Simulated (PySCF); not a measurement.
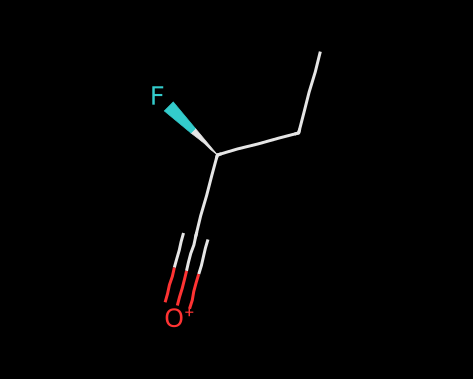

Skeletal drawing of a molecule. Charge +1, singlet.

Write the SMILES.

Answer. CC[C@H](F)C#[O+]

Give the formula, hydrogens included.

Answer. C4H6FO, charge +1.

An optimisation with GFN2-xTB gave a structure of which point group?

Answer. C1.

More results for the same structure follow; atom numbers are the same in all pictures, views and colours differ. The geometry was computed by an optimisation with GFN2-xTB. No frequency run is at hand to confirm it as a minimum.

### Geometry

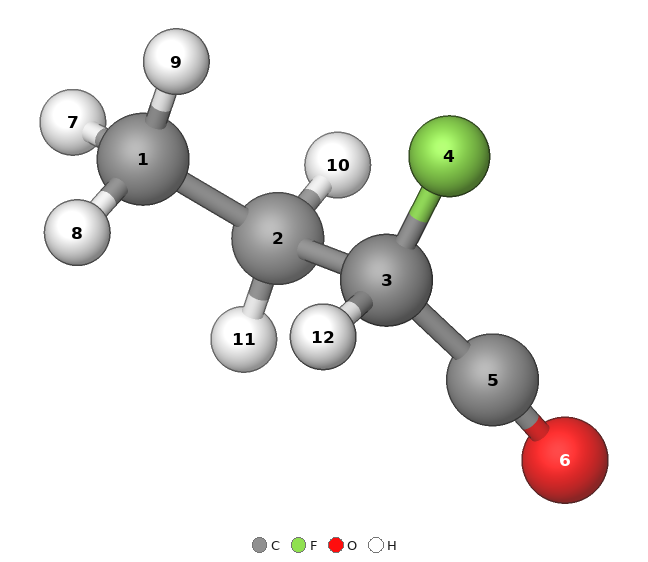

The atoms are numbered. No frequency run is at hand to confirm it as a minimum.

Describe the coordination of atom 2.

Answer. C2 has 4 neighbours (C1 at 1.52, C3 at 1.58, H10 at 1.09, H11 at 1.09 Å); the arrangement is tetrahedral.

Describe the coordination of atom 1.

Answer. C1 has 4 neighbours (C2 at 1.52, H7 at 1.09, H8 at 1.09, H9 at 1.09 Å); the arrangement is tetrahedral.

Describe the coordination of atom 3.

Answer. C3 has 4 neighbours (C2 at 1.58, F4 at 1.35, C5 at 1.41, H12 at 1.11 Å); the arrangement is tetrahedral.

What is the dihedral angle C1–C2–C3–F4?

Answer. 69° in size, that is gauche.

### Electronic properties

No frequency run is at hand to confirm it as a minimum. Method: B3LYP/pcJ-1, gas phase (PySCF 2.14.0).

What is the LUMO energy (Kohn–Sham orbital)?

Answer. −9.21 eV.

Give the HOMO energy (Kohn–Sham orbital) at this level.

Answer. −14.92 eV.

### Spin–spin coupling

No frequency run is at hand to confirm it as a minimum. Properties computed with B3LYP/pcJ-1 indirect spin-spin coupling, non-relativistic, gas phase (PySCF 2.14.0). Isotopes: 13C, 19F, 1H, 17O.

Give the spin–spin coupling constants of these pairs, with the number of bonds between them: C3/F4, F4/H12, F4/C5, F4/H10.

| pair | bonds apart | J (Hz) |
| --- | --- | --- |
| C3, F4 | 1 | −298.2 |
| F4, H12 | 2 | 52.5 |
| F4, C5 | 2 | 20.0 |
| F4, H10 | 3 | 19.4 |

Density functionals are unreliable for couplings to fluorine, so those rows may be far off.

### NMR shielding

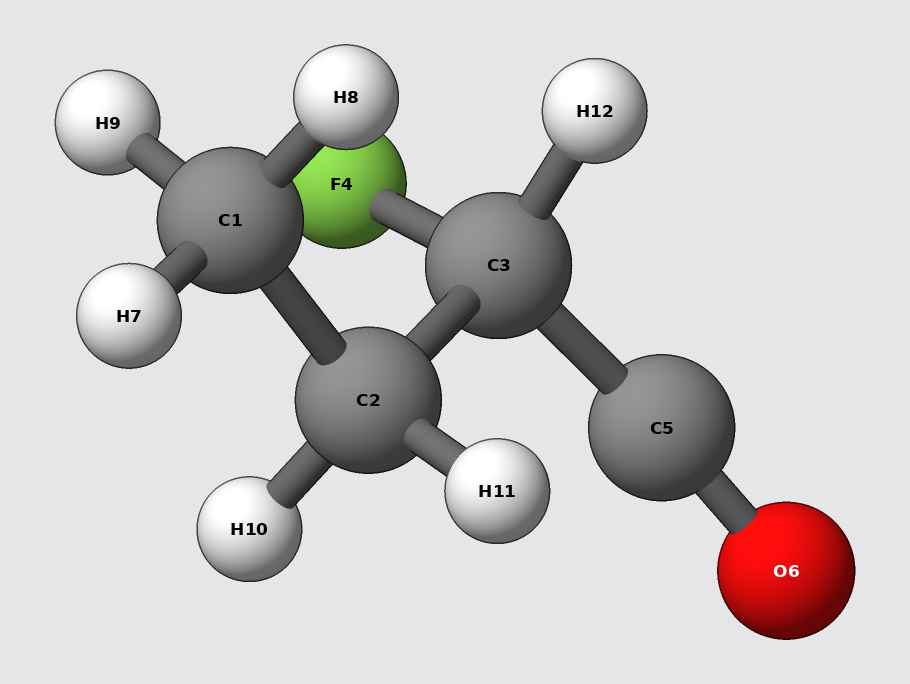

No frequency run is at hand to confirm it as a minimum. Level of theory: GIAO PBE0/pcSseg-1 NMR shielding, non-relativistic, gas phase (PySCF 2.14.0). Principal shieldings σ11 ≤ σ22 ≤ σ33, span Ω = σ33 − σ11, skew κ = 3(σiso − σ22)/Ω.

Give the shielding tensors of the F atoms.

```
atom    σ11    σ22    σ33   σiso     Ω     κ
  F4  380.4  418.7  466.1  421.8  85.7  0.11
```

Shieldings and span in ppm.
